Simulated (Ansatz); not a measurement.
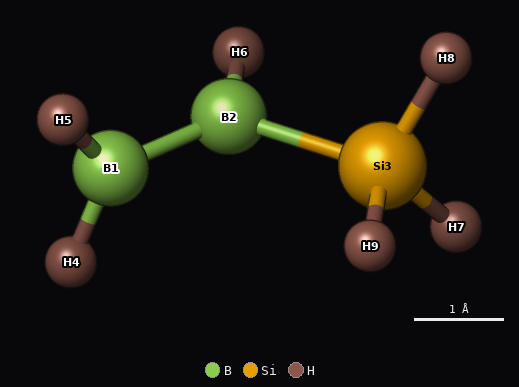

**Figure 1.** The input geometry (ball-and-stick view, seen at a tilt; atoms are numbered from 1 in the order of the input). Bond lengths as drawn: B–B 1.61 Å, B–H 1.20 Å, B–Si 2.03 Å and H–Si 1.49 Å.

Single-point calculation of B₂SiH₆ (charge +1)

- system: B₂SiH₆, charge +1, multiplicity 2
- method: UHF/def2-TZVPP (Ansatz 0.2.0)

The geometry comes from this level: PBE0-D4/def2-TZVP.

The input:
```yaml
crystal:
  periodic: [false, false, false]
  atoms:
    - {symbol: B, position_ang: [-1.223492, 0.956186, -0.749963]}
    - {symbol: B, position_ang: [0.327521, 0.568608, -0.579942]}
    - {symbol: Si, position_ang: [0.742637, -0.902988, 0.748655]}
    - {symbol: H, position_ang: [-1.939692, 0.375726, -1.519536]}
    - {symbol: H, position_ang: [-1.755695, 1.764263, -0.038719]}
    - {symbol: H, position_ang: [1.280647, 1.033506, -1.134736]}
    - {symbol: H, position_ang: [1.445531, -2.005386, 0.033436]}
    - {symbol: H, position_ang: [1.656729, -0.356483, 1.791138]}
    - {symbol: H, position_ang: [-0.445686, -1.479731, 1.432468]}
basis:
  gaussian: {orbitals: def2-TZVPP}
total_charge: 1
magnetization: {spin_polarized: true, initial_magnetization: 1}
hamiltonian: {xc: {name: HF}}
correlation: {active_space: {window: {electrons: 6, orbitals: 2}}}
```

Command:
```bash
ansatz run in.yaml --threads 2 --pin off --events-out ev --progress --plain --max-ram 4352MiB
```

Log:
```
Error: invalid value for `correlation.active_space`: it starts from restricted Hartree–Fock orbitals; set hamiltonian.xc: hf without magnetization.spin_polarized
```

What the run reported:

- outcome: refused by the program
- hardware: 2 threads of INTEL XEON PLATINUM @ 2.10GHz, 23 GiB of memory available, shared host

The input was spoiled on purpose: the active space doesn't fit the electrons and spin. The program refused the input: “invalid value for `correlation.active_space`: it starts from restricted Hartree–Fock orbitals; set hamiltonian.xc: hf without magnetization.spin_polarized”
